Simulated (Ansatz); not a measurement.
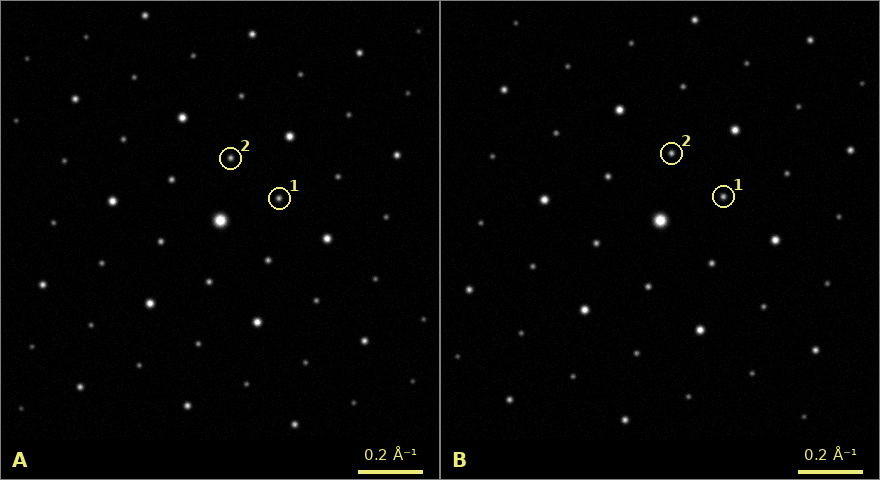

Kinematic electron diffraction patterns (120 kV, B = 0.5 Å², same scale) along [001] of the run's own cell, for the start and the end of one relaxation of Cs2Cl3 with DFT r2SCAN, scalar-relativistic, plane waves, PAW (Ansatz 0.2.0). k mesh 12×12×6. The start is a generated model structure, and the relaxation ends in the nearest stationary point of its symmetry, not necessarily the ground state. Spot 1 is 0 -1 0 and spot 2 is 1 -1 0 in both.

Start structure:

```
Cs Cl
1.0
     5.45109    0.00000    0.00000
    -2.72554    4.72078    0.00000
     0.00000    0.00000    8.07547
Cs Cl
2 3
Direct
  0.33333 0.66667 0.21002
  0.66667 0.33333 0.78998
  0.00000 0.00000 0.00000
  0.33333 0.66667 0.63378
  0.66667 0.33333 0.36622
```

> Which pattern belongs to the start structure, and which to the relaxed one?

B is the start: its cell gives d(1) = 4.721 Å, d(2) = 4.721 Å and an angle of 60.0°. A is the relaxed structure, with d(1) = 5.082 Å (+7.6 %), d(2) = 5.082 Å (+7.6 %) and 60.0°.

> What did the relaxation do to the structure and the energy?

The volume changed by +1.3 % to 42.11 Å³ an atom; with the mean shift removed, the atoms moved by up to 0.57 Å relative to the cell (Cl most); the space group stayed P-3m1 (No. 164); the free energy fell by 25 meV an atom. Relaxed cell: a = 5.868 Å, b = 5.868 Å, c = 7.061 Å, α = 90.00°, β = 90.00°, γ = 120.00°.
